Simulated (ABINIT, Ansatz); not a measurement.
# AlH3 (R-3c): G0W0 with ABINIT, start to end, part 2 of 3

Wanted: ground state, empty states, screening and self-energy for AlH3 (R-3c).

ABINIT 10.8.3; LDA and many-body steps on it, plane waves. Known limits of the many-body steps: not at the basis limit.

So far. Step 2 (Ground state): The gap is indirect, with the least direct gap 0.05 eV higher.

## (3) Bands along the symmetry lines

Level of this step: DFT, LDA, plane waves, norm-conserving pseudopotentials (ABINIT).

Levels along a band path, at the cheap level, show where the edges lie and whether the meshes to come will hold them.

Contents of run.abi:

```
acell 3*1.0 Angstrom
rprim 
  2.224650000012 1.284402276382 3.934566666693
  -2.224650000012 1.284402276382 3.934566666693
  -0.000000000000 -2.568804552697 3.934566666715
ntypat 2
znucl 13 1
natom 8
typat 1 1 2 2 2 2 2 2
xred 
  0.000000000000 0.000000000000 -0.000000000000
  0.500000000000 0.500000000000 0.500000000000
  0.878000000000 0.622000000000 0.250000000000
  0.250000000000 0.878000000000 0.622000000000
  0.622000000000 0.250000000000 0.878000000000
  0.122000000000 0.378000000000 0.750000000000
  0.750000000000 0.122000000000 0.378000000000
  0.378000000000 0.750000000000 0.122000000000
pp_dirpath "pseudos"
pseudos "Al.upf, H.upf"
ecut 31
iscf -2
irdden 1
kptopt 0
nkpt 31
kpt 
  0.00000000 0.00000000 0.00000000
  0.12500000 0.12500000 0.12500000
  0.25000000 0.25000000 0.25000000
  0.37500000 0.37500000 0.37500000
  0.50000000 0.50000000 0.50000000
  0.56557276 0.43442724 0.50000000
  0.63114552 0.36885449 0.50000000
  0.69671827 0.30328173 0.50000000
  0.76229103 0.23770897 0.50000000
  0.50000000 -0.23770897 0.23770897
  0.50000000 -0.17828173 0.17828173
  0.50000000 -0.11885448 0.11885448
  0.50000000 -0.05942724 0.05942724
  0.50000000 0.00000000 0.00000000
  0.37500000 0.00000000 0.00000000
  0.25000000 0.00000000 0.00000000
  0.12500000 0.00000000 0.00000000
  0.00000000 0.00000000 0.00000000
  0.09221362 -0.09221362 0.00000000
  0.18442724 -0.18442724 0.00000000
  0.27664087 -0.27664087 0.00000000
  0.36885449 -0.36885449 -0.00000000
  0.63114551 0.00000000 0.36885449
  0.59835913 0.00000000 0.40164087
  0.56557276 0.00000000 0.43442724
  0.53278638 0.00000000 0.46721362
  0.50000000 0.00000000 0.50000000
  0.37500000 0.00000000 0.37500000
  0.25000000 0.00000000 0.25000000
  0.12500000 0.00000000 0.12500000
  0.00000000 0.00000000 0.00000000
istwfk *1
nband 13
nbdbuf 2
tolwfr 1e-08
nstep 40
prtwf 0
prtvol 0
indata_prefix "in"
outdata_prefix "out"
tmpdata_prefix "tmp"
```

The run is started by

```bash
$ OMP_NUM_THREADS=1 mpirun -n 4 abinit run.abi > log
```

Numbers of over 12 decimals in the logs are rounded to 6 here.

Output:

```text
.Version 10.8.3 of ABINIT. v10.8.2 released Aug 2026.

 Symmetries : space group R-3 c (#167); Bravais hR (rhombohedral)
[... echo of the input left out ...]
== DATASET  1 ==================================================================
-   mpi_nproc: 4, omp_nthreads: 1 (-1 if OMP is not activated)

--- !DatasetInfo
iteration_state: {dtset: 1, }
dimensions: {natom: 8, nkpt: 31, mband: 13, nsppol: 1, nspinor: 1, nspden: 1, mpw: 3782, }
cutoff_energies: {ecut:  31.0, pawecutdg:  -1.0, }
electrons: {nelect:   1.20000000E+01, charge:   0.00000000E+00, occopt:   1.00000000E+00, tsmear:   1.00000000E-02, }

 Real(R)+Recip(G) space primitive vectors, cartesian coordinates (Bohr,Bohr^-1):
 R(1)=  4.2039792  2.4271685  7.4352534  G(1)=  0.1189349  0.0686671  0.0448315
 R(2)= -4.2039792  2.4271685  7.4352534  G(2)= -0.1189349  0.0686671  0.0448315
 R(3)=  0.0000000 -4.8543371  7.4352534  G(3)=  0.0000000 -0.1373342  0.0448315
 Unit cell volume ucvol=  4.5520552E+02 bohr^3
 Angles (23,13,12)=  5.65158561E+01  5.65158561E+01  5.65158561E+01 degrees

 getcut: wavevector=  0.0000  0.0000  0.0000  ngfft=  48  48  48
         ecut(hartree)=     31.000   => boxcut(ratio)=   2.15699

--- Pseudopotential description ------------------------------------------------
- Al Generated using ONCVPSP code by D. R. Hamann
- 13.00000   3.00000  180309                  znucl, zion, pspdat
12 -1012 2 -1 1854                            pspcod,pspxc,lmax,lloc,mmax
     nproj     2     2     2
  pspatm : epsatm=    0.57439143
         --- l  ekb(1:nproj) -->
             0    5.725870    0.726131
             1    6.190420    0.914022
             2   -4.229503   -0.925599
 pspatm: atomic psp has been read  and splines computed

- H Generated using ONCVPSP code by D. R. Hamann
-  1.00000   1.00000  180309                  znucl, zion, pspdat
12 -1012 1 -1 1180                            pspcod,pspxc,lmax,lloc,mmax
     nproj     2     1     0
  pspatm : epsatm=    0.35439867
         --- l  ekb(1:nproj) -->
[...]
1   -0.275071
 pspatm: atomic psp has been read  and splines computed

--------------------------------------------------------------------------------

================================================================================
 prteigrs : about to open file out_EIG
 Non-SCF case, kpt    1 (  0.00000  0.00000  0.00000), residuals and eigenvalues=
  4.31E-09  4.52E-09  2.14E-09  3.84E-09  4.51E-09  8.28E-09  3.31E-09  3.40E-09
  5.41E-09  4.27E-09  2.92E-09  9.72E-08  1.77E-07
 -2.9438E-01 -5.9507E-02 -3.5509E-02 -3.5509E-02  2.8623E-02  2.8623E-02
  1.0193E-01  2.3711E-01  2.3933E-01  2.3933E-01  2.8007E-01  2.8007E-01
  2.8252E-01
 Non-SCF case, kpt    2 (  0.12500  0.12500  0.12500), residuals and eigenvalues=
  2.24E-09  7.61E-09  2.56E-09  4.10E-09  2.78E-09  6.20E-09  2.84E-09  2.98E-09
  7.15E-09  1.53E-09  9.55E-09  9.94E-09  3.85E-09
[...]
-2.9438E-01 -5.9507E-02 -3.5509E-02 -3.5509E-02  2.8623E-02  2.8623E-02
  1.0193E-01  2.3711E-01  2.3933E-01  2.3933E-01  2.8007E-01  2.8007E-01
  2.8252E-01

--- !ResultsGS
iteration_state: {dtset: 1, }
comment   : Summary of ground state results
lattice_vectors:
- [  4.2039792,   2.4271685,   7.4352534, ]
- [ -4.2039792,   2.4271685,   7.4352534, ]
- [ -0.0000000,  -4.8543371,   7.4352534, ]
lattice_lengths: [   8.87962,    8.87962,    8.87962, ]
lattice_angles: [ 56.516,  56.516,  56.516, ] # degrees, (23, 13, 12)
lattice_volume:   4.5520552E+02
convergence: {deltae:  0.000E+00, res2:  0.000E+00, residm:  9.914E-09, diffor:  0.000E+00, }
etotal    :  -8.17618141E+00
entropy   :   0.00000000E+00
fermie    :   3.04606407E-02
cartesian_stress_tensor: null
pressure_GPa: null
xred      :
- [  0.0000E+00,   0.0000E+00,   0.0000E+00, Al]
- [  5.0000E-01,   5.0000E-01,   5.0000E-01, Al]
- [  8.7800E-01,   6.2200E-01,   2.5000E-01,  H]
- [  2.5000E-01,   8.7800E-01,   6.2200E-01,  H]
- [  6.2200E-01,   2.5000E-01,   8.7800E-01,  H]
- [  1.2200E-01,   3.7800E-01,   7.5000E-01,  H]
- [  7.5000E-01,   1.2200E-01,   3.7800E-01,  H]
- [  3.7800E-01,   7.5000E-01,   1.2200E-01,  H]
cartesian_forces: null
force_length_stats: {min: null, max: null, mean: null, }

 Integrated electronic density in atomic spheres:
 ------------------------------------------------
 Atom  Sphere_radius  Integrated_density
[...]
================================================================================

 ----iterations are completed or convergence reached----

 Mean square residual over all n,k,spin=   45.431E-10; max=  99.142E-10
 reduced coordinates (array xred) for    8 atoms
[...]
0.750000000000      0.122000000000      0.378000000000
       0.378000000000      0.750000000000      0.122000000000

 cartesian coordinates (angstrom) at end:
    1      0.000000     0.000000     0.000000
    2      0.000000     3.35e-11     5.901850
    3      0.569510     1.284402     6.885492
[...]
7      1.397080     0.148991     4.918208
    8     -0.827570     1.135412     4.918208
 length scales=  1.889726125908  1.889726125908  1.889726125908 bohr
              =  1.000000000000  1.000000000000  1.000000000000 angstroms
 prteigrs : about to open file out_EIG
 Eigenvalues (hartree) for nkpt=  31  k points:
 kpt#   1, nband= 13, wtk=  1.00000, kpt=  0.0000  0.0000  0.0000 (reduced coord)
[...]
kpt#   2, nband= 13, wtk=  1.00000, kpt=  0.1250  0.1250  0.1250 (reduced coord)
[...]
kpt#   3, nband= 13, wtk=  1.00000, kpt=  0.2500  0.2500  0.2500 (reduced coord)
[...]
kpt#  30, nband= 13, wtk=  1.00000, kpt=  0.1250  0.0000  0.1250 (reduced coord)
  -0.28710   -0.06818   -0.04790   -0.04550    0.01046    0.02977    0.12690    0.23284
   0.23654    0.25574    0.26807    0.28016    0.33332
 kpt#  31, nband= 13, wtk=  1.00000, kpt=  0.0000  0.0000  0.0000 (reduced coord)
  -0.29438   -0.05951   -0.03551   -0.03551    0.02862    0.02862    0.10193    0.23711
   0.23933    0.23933    0.28007    0.28007    0.28252

== END DATASET(S) ==============================================================
================================================================================

 -outvars: echo values of variables after computation  --------
            nband          13
             nkpt          31
          spgroup         167
 [... the other variables as echoed above ...]

 Calculation completed.
```

Elapsed: 12 s, on 4 MPI ranks of Intel Xeon Platinum 8259CL at 2.50GHz (Skylake/Cascade Lake), shared host; peak memory 0.32 GiB.

This step gave:

```
gap                        : 1.937 eV
k of the valence top       : 0.5656, 0, 0.4344
k of the conduction bottom : 0, 0, 0
least direct gap           : 1.995 eV
```

The gap is 1.937 eV, −0.008 eV from the run before at this level.

Electronic bands along the path, in eV, zero at the top of the highest filled band; v1 is the highest filled band, c1 the lowest empty one:

```tsv
point	v4	v3	v2	v1	c1	c2	c3	c4
Γ	-1.80	-1.80	-0.06	-0.06	1.94	5.62	5.68	5.68
T	-1.29	-1.29	-1.29	-1.29	4.53	4.53	8.17	8.17
H2	-4.05	-4.05	-0.72	-0.72	5.64	5.64	8.12	8.12
jump to H0	-4.05	-4.05	-0.72	-0.72	5.64	5.64	8.12	8.12
L	-1.74	-1.74	-1.41	-1.41	3.66	3.66	7.41	7.41
Γ	-1.80	-1.80	-0.06	-0.06	1.94	5.62	5.68	5.68
S0	-4.28	-2.86	-2.17	-0.11	5.89	6.08	6.52	8.41
jump to S2	-4.28	-2.86	-2.17	-0.11	5.89	6.08	6.52	8.41
F	-3.75	-3.25	-3.11	-0.06	5.30	7.32	7.54	7.64
Γ	-1.80	-1.80	-0.06	-0.06	1.94	5.62	5.68	5.68
```

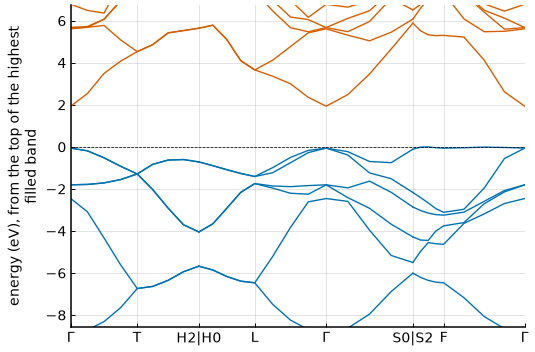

Electronic bands along the path; lines of filled and empty bands in two colours.

## (4) Empty states on the mesh, 4×4×4 mesh, 167 bands

The sums over transitions need many empty states on a uniform mesh; this step solves for them.

Contents of run.abi:

```
acell 3*1.0 Angstrom
rprim 
  2.224650000012 1.284402276382 3.934566666693
  -2.224650000012 1.284402276382 3.934566666693
  -0.000000000000 -2.568804552697 3.934566666715
ntypat 2
znucl 13 1
natom 8
typat 1 1 2 2 2 2 2 2
xred 
  0.000000000000 0.000000000000 -0.000000000000
  0.500000000000 0.500000000000 0.500000000000
  0.878000000000 0.622000000000 0.250000000000
  0.250000000000 0.878000000000 0.622000000000
  0.622000000000 0.250000000000 0.878000000000
  0.122000000000 0.378000000000 0.750000000000
  0.750000000000 0.122000000000 0.378000000000
  0.378000000000 0.750000000000 0.122000000000
pp_dirpath "pseudos"
pseudos "Al.upf, H.upf"
ecut 31
ngkpt 4 4 4
nshiftk 1
shiftk 0 0 0
kptopt 1
chksymbreak 0
irdden 1
istwfk *1
nband 167
prtvol 0
optdriver 6
gwr_task "HDIAGO"
paral_kgb 0
occopt 1
indata_prefix "in"
outdata_prefix "out"
tmpdata_prefix "tmp"
```

Output:

```text
[banner, memory and clock lines left out]
.Version 10.8.3 of ABINIT. v10.8.2 released Aug 2026.

 Symmetries : space group R-3 c (#167); Bravais hR (rhombohedral)
[... echo of the input left out ...]
== DATASET  1 ==================================================================
-   mpi_nproc: 4, omp_nthreads: 1 (-1 if OMP is not activated)

--- !DatasetInfo
iteration_state: {dtset: 1, }
dimensions: {natom: 8, nkpt: 13, mband: 167, nsppol: 1, nspinor: 1, nspden: 1, mpw: 3775, }
cutoff_energies: {ecut:  31.0, pawecutdg:  -1.0, }
electrons: {nelect:   1.20000000E+01, charge:   0.00000000E+00, occopt:   1.00000000E+00, tsmear:   1.00000000E-02, }

.Using double precision arithmetic; gwpc =  8

- Reading GS density from: in_DEN

--- Pseudopotential description ------------------------------------------------
- Al Generated using ONCVPSP code by D. R. Hamann
- 13.00000   3.00000  180309                  znucl, zion, pspdat
12 -1012 2 -1 1854                            pspcod,pspxc,lmax,lloc,mmax
     nproj     2     2     2
  pspatm : epsatm=    0.57439143
         --- l  ekb(1:nproj) -->
             0    5.725870    0.726131
             1    6.190420    0.914022
             2   -4.229503   -0.925599
 pspatm: atomic psp has been read  and splines computed

- H Generated using ONCVPSP code by D. R. Hamann
-  1.00000   1.00000  180309                  znucl, zion, pspdat
12 -1012 1 -1 1180                            pspcod,pspxc,lmax,lloc,mmax
     nproj     2     1     0
  pspatm : epsatm=    0.35439867
         --- l  ekb(1:nproj) -->
             0   -1.665338   -0.519510
             1   -0.275071
 pspatm: atomic psp has been read  and splines computed

   3.93020982E+01                                ecore*ucvol(ha*bohr**3)

 Total charge density [el/Bohr^3]
)     Maximum=    2.8465E-01  at reduced coord.    0.6250    0.2500    0.8750
)     Minimum=    1.1702E-03  at reduced coord.    0.0000    0.0000    0.0000
   Integrated=    1.2000E+01

 === KS gaps after direct diagonalization ===
 Indirect band gap semiconductor
 Fundamental gap:     1.946 (eV)
   VBM:     0.827 (eV) at k: [ 2.5000E-01,  2.5000E-01,  0.0000E+00]
   CBM:     2.774 (eV) at k: [ 0.0000E+00,  0.0000E+00,  0.0000E+00]
 Direct gap:         1.995 (eV) at k: [ 0.0000E+00,  0.0000E+00,  0.0000E+00]

== END DATASET(S) ==============================================================

 -outvars: echo values of variables after computation  --------
           etotal      0.0000000000E+00
            nband         167
             nkpt          13
          spgroup         167
 [... the other variables as echoed above ...]

 Calculation completed.
```

Wall time 3.3 min (4 MPI ranks); peak memory 3.3 GiB.

Numbers from this step:

```
gap                                                           : 1.946 eV
k of the valence top                                          : 0.25, 0.25, 0
k of the conduction bottom                                    : 0, 0, 0
least direct gap                                              : 1.995 eV
k points computed                                             : 13
lowest point of the top converged band, above the valence top : 91.4412 eV
```

On this mesh the gap is 1.946 eV.

## (5) Screening, 4×4×4 mesh, 159 bands, screening to 176.9 eV

The RPA dielectric matrix is built and inverted for each q.

This step: RPA screening on LDA, plane waves, norm-conserving pseudopotentials.

Edit run.abi of step 4 so:

```diff
@@ -26,10 +26,11 @@
 chksymbreak 0
-irdden 1
 istwfk *1
-nband 167
-prtvol 0
-optdriver 6
-gwr_task "HDIAGO"
-paral_kgb 0
 occopt 1
+irdwfk 1
+optdriver 3
+nband 159
+ecuteps 6.5
+inclvkb 2
+awtr 1
+symchi 1
 indata_prefix "in"
```

Output:

```text
.Version 10.8.3 of ABINIT. v10.8.2 released Aug 2026.

 Symmetries : space group R-3 c (#167); Bravais hR (rhombohedral)
[... echo of the input left out ...]
== DATASET  1 ==================================================================
-   mpi_nproc: 4, omp_nthreads: 1 (-1 if OMP is not activated)

--- !DatasetInfo
iteration_state: {dtset: 1, }
dimensions: {natom: 8, nkpt: 13, mband: 159, nsppol: 1, nspinor: 1, nspden: 1, mpw: 3775, }
cutoff_energies: {ecut:  31.0, pawecutdg:  -1.0, }
electrons: {nelect:   1.20000000E+01, charge:   0.00000000E+00, occopt:   1.00000000E+00, tsmear:   1.00000000E-02, }

 SCREENING: Calculation of the susceptibility and dielectric matrices

 Based on a program developped by R.W. Godby, V. Olevano, G. Onida, and L. Reining.
 Incorporated in ABINIT by V. Olevano, G.-M. Rignanese, and M. Torrent.
.Using double precision arithmetic ; gwpc =  8

[... cell and pseudopotentials left out ...]
--------------------------------------------------------------------------------

 ==== K-mesh for the wavefunctions ====
 Number of points in the irreducible wedge :    13
[... list of points left out ...]
 Together with 12 symmetry operations and time-reversal symmetry
 yields    64 points in the full Brillouin Zone.

 ==== Q-mesh for the screening function ====
 Number of points in the irreducible wedge :    13
[... list of points left out ...]
 Together with 12 symmetry operations and time-reversal symmetry
 yields    64 points in the full Brillouin Zone.

 setmesh: FFT mesh size selected  =    36x   36x   36
          total number of points  =        46656

 vcoul_init : cutoff-mode = AUXILIARY_FUNCTION
 q-points for optical limit:   1
     1)      0.000010    0.000020    0.000030

- screening: taking advantage of time-reversal symmetry
- Maximum band index for partially occupied states nbvw = 6
- Remaining bands to be divided among processors   nbcw = 153
- Number of bands treated by each node ~38

 Number of electrons calculated from density =   12.0000; Expected =   12.0000
 average of density, n =  0.026362
 r_s =    2.0844
 omega_plasma =   15.6618 [eV]

 calculating chi0 at frequencies [eV] :
  1    0.000000E+00    0.000000E+00
  2    0.000000E+00    1.566183E+01

--------------------------------------------------------------------------------
  q-point number  1        q = ( 0.000000, 0.000000, 0.000000) [r.l.u.]
--------------------------------------------------------------------------------
[... chi0 elements left out ...]
 For q-point:  0.000010 0.000020 0.000030
  dielectric constant =   4.6238
  dielectric constant without local fields =   5.1477

  Average fulfillment of the sum rule on Im[epsilon] for q-point    1 :     92.61  [%]
[... wings left out ...]
  q-point number  2        q = ( 0.250000, 0.000000, 0.000000) [r.l.u.]
--------------------------------------------------------------------------------
[... chi0 elements left out ...]
  Average fulfillment of the sum rule on Im[epsilon] for q-point    2 :     95.48  [%]

 [... 11 further q-points ...]
```

It took 2.6 min on 4 MPI ranks; peak memory 2.2 GiB.

This step gave:

* ε∞ with local fields, on this mesh, along the program's q direction: 4.624
* the same without local fields: 5.148
* plasma frequency: 15.66 eV
* plane waves in the screening matrix: 339

Local fields lower ε∞ by 10 %.

(Continued in part 3 of 3.)

[Paths, hosts, dates, memory and timing lines, banners, echoed tables and standing remarks are left out of the program output.]

[Logs are printed without paths, hosts, clocks, repeated set-up lines and the standing remarks that a program may print on its own settings, such as how far it seeks lower states.]

[Runs of the session that timed out or met a known fault of the program may be left out.]

[Hosts, paths, dates, database ids (printed as entryN), source tags and the programs' standing remarks are cut or masked in the printed files.]

[G0W0 gaps are taken among the corrected bands and points alone; a level outside them can change the order at an edge.]

[Where Ansatz stands beside ABINIT at settings called matched, ABINIT's density can come from a denser mesh and the files from another edition; pairs whose starting gaps differed by over 0.03 eV were left out, so agreement reads better than it is.]
